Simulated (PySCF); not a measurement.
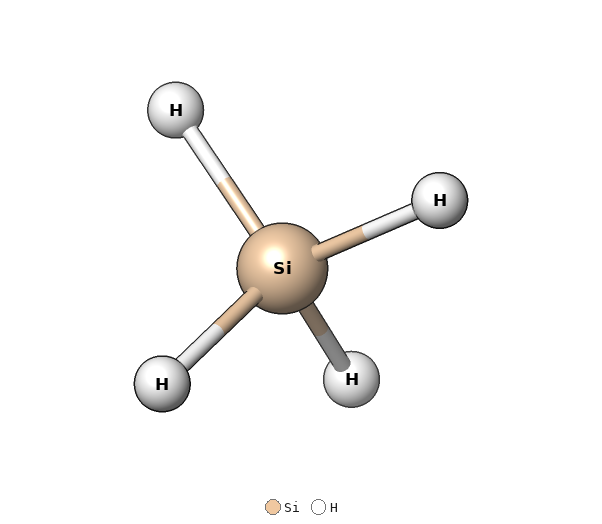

The computed structure is the end point of a PBE0-D3(BJ)/def2-SVP optimisation. No frequency run is at hand to confirm it as a minimum. Properties computed with PBE0-D3(BJ)/def2-SVP, gas phase (PySCF 2.14.0).

Computed properties:

The species is SiH4 (`[SiH4]`).
- rotational constants: 84.398, 84.372, 84.365 GHz
